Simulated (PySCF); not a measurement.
Molecule: SMILES C[CH2][Ga]([Br])[CH2]C, singlet. Atoms near the plane z = 0.0 Å, at the GFN2-xTB optimised geometry (x, y, z in Å): Ga1 (-0.1, 0.0, 0.0), Br2 (-1.0, -2.2, 0.0), C3 (-1.5, 1.5, 0.0), C4 (-2.9, 1.0, 0.0), H5 (-1.3, 2.1, -0.9), H6 (-1.3, 2.2, 0.9), H7 (-3.1, 0.4, 0.9), H8 (-3.1, 0.4, -0.9), H9 (-3.7, 1.8, 0.0), C10 (2.0, 0.0, 0.0), C11 (2.6, 1.4, 0.0), H12 (2.3, -0.6, -0.9), H13 (2.3, -0.6, 0.9), H14 (2.2, 1.9, 0.9), H15 (2.2, 1.9, -0.9), H16 (3.7, 1.3, 0.0).

Level of theory: PySCF with PBE0/def2-TZVP. Cells within 0.4 Å of a nucleus heavier than hydrogen are left out (blank, or x). The values are rescaled to run from 0 to 1.

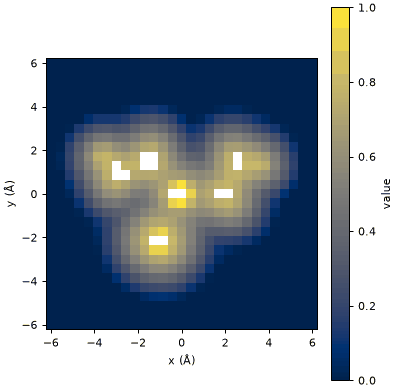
Fig. 1. a field on the plane z = 0.0 Å.

Which quantity is mapped?
A. electron localisation function
B. deformation density (molecule minus spherical neutral atoms)
C. log10 of the electron density
D. Laplacian of the electron density

C, log10 of the electron density. In full: log10 of the electron density (e/bohr³), floored at −4.
